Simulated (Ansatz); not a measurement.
The calculation's input:

```
crystal:
  periodic: [false, false, false]
  atoms:
    - { symbol: "N", position_ang: [1.3948, -1.2211, 1.4515] }
    - { symbol: C, position_ang: [0.7434, -0.6139, 0.619] }
    - { symbol: Si, position_ang: [-0.2082, 0.3121, -0.7343] }
    - { symbol: F, position_ang: [-1.5635, -0.3058, -0.9373] }
    - { symbol: H, position_ang: [-0.3166, 1.7551, -0.4403] }
magnetization:
  spin_polarized: true
  initial_magnetization: 1
basis:
  gaussian: { orbitals: cc-pVDZ }
hamiltonian:
  xc: lda
relax:
  f_tol: 0.02
  max_steps: 40
output:
  orbitals: {}
```

Run with:

```sh
ansatz run input.yaml --threads 1 --pin off --max-ram 2048MiB --backend cpu --events-out ev --progress --plain --runs-dir out
```

The fields are those of the relaxed geometry.

Level of theory: UKS LDA/cc-pVDZ (Ansatz 0.2.0).

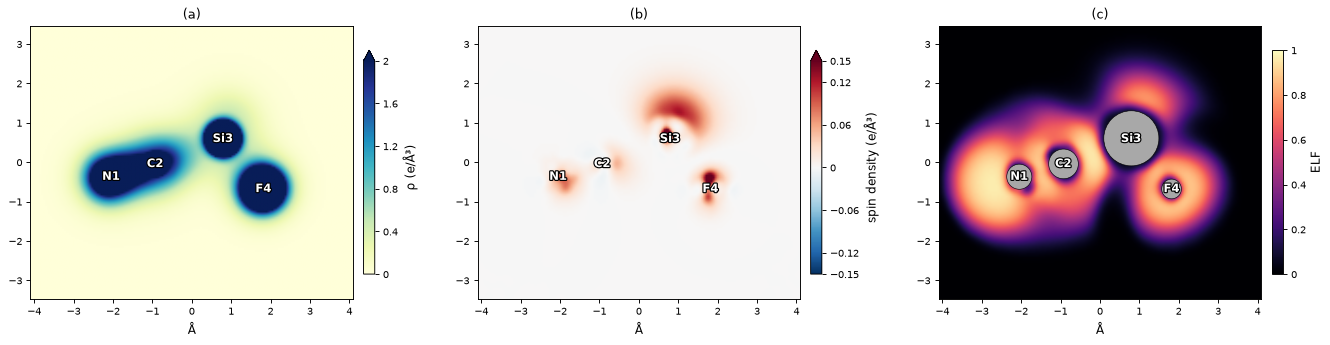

CHFNSi (doublet). (a) total electron density; (b) spin density (α minus β); (c) electron localisation function on the plane of atoms C2, Si3 and F4. Grey discs cover the atomic cores in the ELF map.

**Describe what can be read from this map.**

- The plane passes through N, C, Si and F nuclei.
- C–N (1.17 Å): ρ at the midpoint is about 3.4 e/Å³; the ELF peaks at about 0.85 between the atoms (a multiple bond).
- Si–F (1.64 Å): ρ at the midpoint is about 0.92 e/Å³; the ELF peaks at about 0.85 in the valence shell of F, 0.6 Å from its nucleus, and is about 0.40 at the midpoint.
- C–Si (1.84 Å): ρ at the midpoint is about 0.89 e/Å³; the ELF peaks at about 0.95 between the atoms (a covalent bond).
- The ELF also peaks beside F4 and N1, away from the bonds: non-bonding electrons, paired or unpaired.
- The unpaired spin (1 electron) lies mostly on Si3 (about 0.7), N1 (about 0.1), F4 (about 0.1) and H5 (about 0.1), in electrons by Hirshfeld's partition.
